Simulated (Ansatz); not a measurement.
# UCCSDT(Q)/STO-3G run of GeH3O (SMILES [O][GeH3])

What is the electronic atomisation energy of GeH3O at UCCSDT(Q)/STO-3G? 

Program for the calculation: Ansatz 0.2.0.

80 further runs of the same task are left out: 25 that didn't finish, 55 set aside as unsound or not needed.

### Step 1. Starting point

GeH3O: 5 atoms, total charge 0, spin state doublet. SMILES: `[O][GeH3]`. The shape is that of a PBE0-D4/def2-TZVP optimisation.

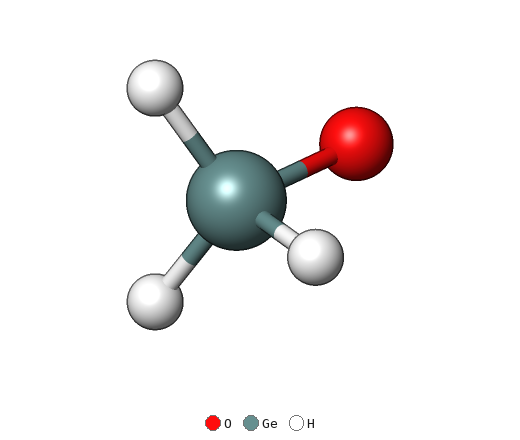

Viewed from a chosen angle; oxygen red, germanium teal, hydrogen white.

### Step 2. A single-point energy at UCCSDT(Q)/STO-3G

Input file in.yaml:

```yaml
crystal:
  periodic: [false, false, false]
  atoms:
    - {symbol: O, position_ang: [-1.443900, 0.418600, 0.777300]}
    - {symbol: Ge, position_ang: [0.072300, -0.056300, -0.056900]}
    - {symbol: H, position_ang: [-0.162200, -0.091200, -1.574700]}
    - {symbol: H, position_ang: [0.548000, -1.418100, 0.471500]}
    - {symbol: H, position_ang: [1.035700, 1.073400, 0.341400]}
basis:
  gaussian:
    orbitals: STO-3G
magnetization:
  spin_polarized: true
  initial_magnetization: 1
correlation:
  method: ccsdt_q
  frozen_orbitals: {Ge: 9, H: 0, O: 1}
accuracy: high
scf:
  omitted_lower_state_checks: [cluster_reference, increment]
```

Command:

```
$ ansatz run in.yaml --threads 1 --pin off --max-ram 2610MiB --events-out events.jsonl --progress --plain --runs-dir runs
```

Standard output:

```text
Warning: RAYON_NUM_THREADS=1 ignored (pool sized by the plan → 1); use --threads N
[... 13 lines left out ...]
10 core orbitals not correlated: weight in the atoms' cores, before any rotation towards them, 1.000 or more for the frozen orbitals, at most 0.000 for the correlated occupied ones
[... 43 lines left out ...]
Total energy: -57889.53904844 eV, -2127.4013210912 hartree
Checks for a lower state left out: cluster_reference, increment
```

It took 3.9 s on 1 thread of Arm Neoverse V1, shared host; peak memory 0.19 GiB.

### Step 3. The Ge atom, same level

Input file run.yaml:

```yaml
crystal:
  periodic: [false, false, false]
  atoms:
    - {symbol: Ge, position_ang: [0.000000, 0.000000, 0.000000]}
basis:
  gaussian:
    orbitals: STO-3G
magnetization:
  spin_polarized: true
  initial_magnetization: 2
correlation:
  method: ccsdt_q
  frozen_orbitals: {Ge: 9}
accuracy: high
scf:
  omitted_lower_state_checks: [cluster_reference, increment]
```

Run the same way, it converges to -2051.64970 Eh (log not shown).

### Step 4. The H atom: the energy at UHF/STO-3G

Input file run.yaml:

```yaml
crystal:
  periodic: [false, false, false]
  atoms:
    - symbol: H
      position_ang: [0.000000, 0.000000, 0.000000]
basis:
  gaussian: {orbitals: STO-3G}
magnetization: {spin_polarized: true, initial_magnetization: 1}
hamiltonian: {xc: hf}
accuracy: high
```

Run the same way, it converges to -0.46658 Eh (log not shown).

### Step 5. The O atom at the same level

Input file in.yaml:

```yaml
crystal:
  periodic: [false, false, false]
  atoms:
    - {symbol: O, position_ang: [0.000000, 0.000000, 0.000000]}
basis:
  gaussian:
    orbitals: STO-3G
magnetization:
  spin_polarized: true
  initial_magnetization: 2
correlation:
  method: ccsdt_q
  frozen_orbitals: {O: 1}
accuracy: high
scf:
  omitted_lower_state_checks: [cluster_reference, increment]
```

Run the same way, it converges to -73.80415 Eh (log not shown).

### Step 6. Outcome

At UCCSDT(Q)/STO-3G, 10 core orbitals frozen:

```
                                              quantity           value
                                molecule: total energy  -2127.40132 Eh
molecule: correlation energy (10 core orbitals frozen)       -79.5 mEh
           molecule: ⟨S²⟩ of the reference determinant           0.758
                               molecule: T1 diagnostic           0.008
                                 Ge atom: total energy  -2051.64970 Eh
  Ge atom: correlation energy (9 core orbitals frozen)       -13.4 mEh
            Ge atom: ⟨S²⟩ of the reference determinant           2.000
                                Ge atom: T1 diagnostic           0.000
                                  H atom: total energy     -0.46658 Eh
                                          H atom: ⟨S²⟩           0.750
                                  O atom: total energy    -73.80415 Eh
    O atom: correlation energy (1 core orbital frozen)         0.0 mEh
             O atom: ⟨S²⟩ of the reference determinant           2.000
                                 O atom: T1 diagnostic           0.000
                         electronic atomisation energy       14.904 eV
```

In words: Taking the molecule apart into free atoms costs 14.90 eV (344 kcal/mol), before zero-point energy and without spin-orbit coupling. In a minimal basis such a difference can be off by several eV, whatever the method.
